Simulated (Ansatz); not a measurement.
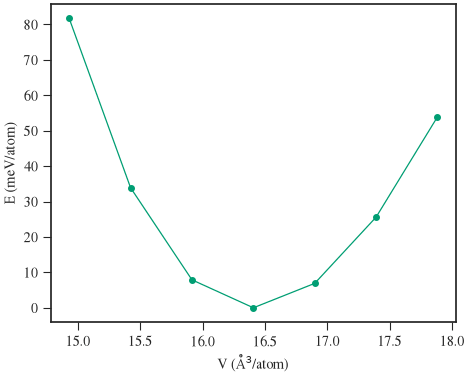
GePt in space group Pnma (No. 62; Pt on 4c, Ge on 4c) under volume change, plane-wave PAW r²SCAN (Ansatz code), shape and atoms relaxed at each volume.

Task: What does a third-order Birch–Murnaghan fit give for V₀, B₀ and B′?

Result: V₀ = 16.41 Å³/atom, B₀ = 158 GPa, B′ = 5.8.

Symmetry was held in the r²SCAN relaxation. No spin polarisation was allowed. Spin–orbit coupling is left out wherever it is not named.

Potentials: the later of the program's two PAW sets.
